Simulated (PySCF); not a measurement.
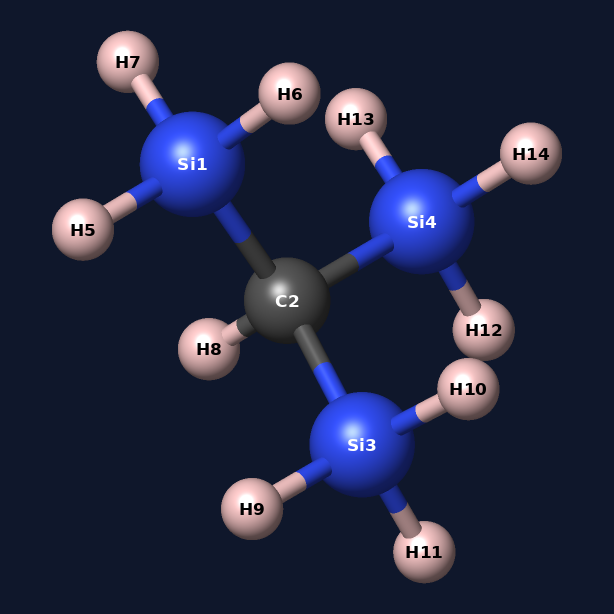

Every bond is drawn as one stick. The computed structure is the end point of a GFN2-xTB optimisation. No frequency run is at hand to confirm it as a minimum. Method: PBE0/pcSseg-1 (PySCF 2.14.0).

List the Mayer bond orders of Si1–C2, C2–H8, Si1–H5, Si1–H6 (one bond of each equivalent set).

```csv
bond,Mayer order,length (Å)
Si1–C2,0.89,1.902
C2–H8,0.91,1.095
Si1–H5,0.95,1.467
Si1–H6,0.95,1.464
```

The geometry is semi-empirical. Around Si such bond lengths and angles can be off by a tenth of an ångström or more and by several degrees, and values that hang on the shape move with them.
